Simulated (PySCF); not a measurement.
CuBr (charge −1, doublet)

| atom | x (Å) | y (Å) | z (Å) |
| --- | --- | --- | --- |
| Cu | 0.0000 | 0.0000 | -1.3175 |
| Br | 0.0000 | 0.0000 | 1.0505 |

Computed with PySCF, PBE0/def2-TZVPPD, non-relativistic Hamiltonian with scalar-relativistic core potentials where named, at a bond length of 2.368 Å.

Question: Predict the electron density, electron localisation function and spin density between the atoms.

Answer: Cu–Br (2.37 Å): ρ is about 0.49 e/Å³ halfway; the ELF peaks at about 0.75 in the valence shell of Br, 0.9 Å from its nucleus, and is about 0.45 at the midpoint.
The unpaired spin (1 electron) lies mostly on Cu1 (about 0.9) and Br2 (about 0.1), in electrons by Hirshfeld's partition.

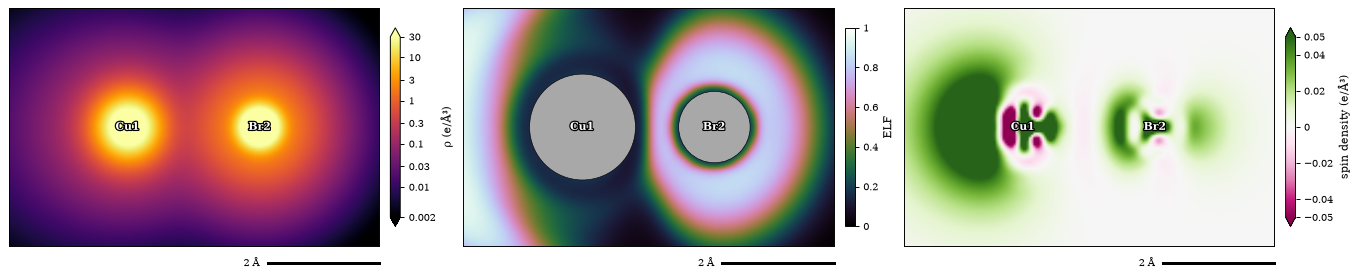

Computed electron density, electron localisation function and spin density on a plane that holds the molecular axis, in this order. Grey discs cover the atomic cores in the ELF map. 
